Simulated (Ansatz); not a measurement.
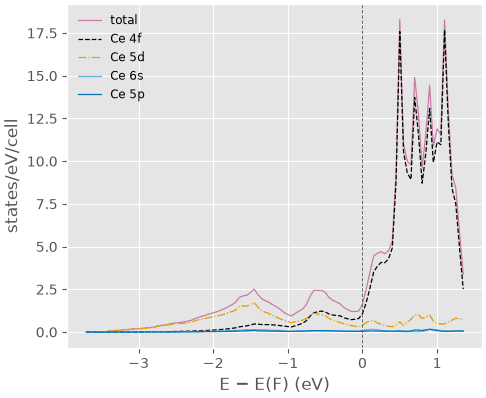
Fig. 1. Total and projected density of states of Ce (fcc (Cu type), Fm-3m), plane-wave PAW LDA (Ansatz code)

### Question
Which orbitals carry the states next to the Fermi level?

### Answer
Within 0.5 eV of the Fermi level: Ce 4f 82 %, Ce 5d 14 %. Projections are on Löwdin-orthogonalised atomic valence shells; empty p or d shells of many metals are not among them.

### Question
Where is the tallest occupied peak in this window, and what makes it?

### Answer
Near -1.4 eV, about 2.5 states/eV per cell; the largest projected share is Ce 5d.

Symmetry was held in the LDA relaxation. The workflow began spin-polarised and lost its moments. The volume lies over 15 % below that of the usual cell of this phase: another minimum, or an error of the functional. The 4f shell is in the valence. No Hubbard U is applied. Spin–orbit coupling is left out wherever it is not named.

Potentials: the earlier of the program's two PAW sets. The files were generated under PBE; for other functionals the program regenerates the frozen cores, and for LDA and PBEsol the local potential too.
